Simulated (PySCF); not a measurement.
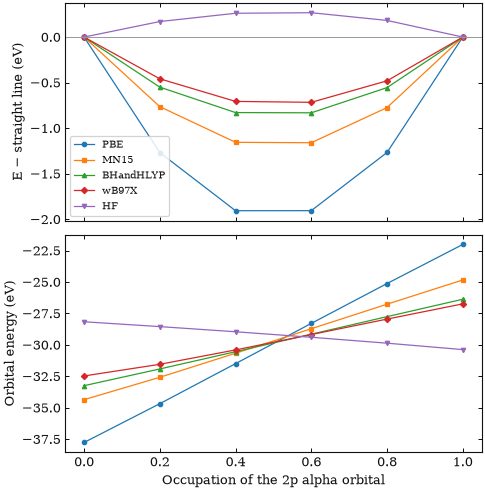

One 2p alpha orbital of N⁺ ([He] 2s² 2p²) is emptied in steps. The plot gives the energy less the straight line between the integer ends; the lower panel gives the orbital energy. PySCF, x2c-TZVPall, spin-free X2C-1e, unrestricted single determinants, no spin-orbit coupling.

**Describe the curvature of each method.**

PBE: convex (delocalisation error), largest departure −1.9 eV, removal energy 29.89 eV, orbital energy from −22.0 eV when full to −37.8 eV when empty; MN15: convex (delocalisation error), largest departure −1.2 eV, removal energy 29.67 eV, orbital energy from −24.8 eV when full to −34.4 eV when empty; BHandHLYP: convex (delocalisation error), largest departure −0.83 eV, removal energy 29.83 eV, orbital energy from −26.4 eV when full to −33.2 eV when empty; wB97X: convex (delocalisation error), largest departure −0.72 eV, removal energy 29.74 eV, orbital energy from −26.7 eV when full to −32.5 eV when empty; HF: concave (localisation error), largest departure 0.27 eV, removal energy 29.20 eV, orbital energy from −30.4 eV when full to −28.2 eV when empty. The NIST semi-empirical removal energy is 29.60 eV. The exact energy is a straight line between whole electron numbers.
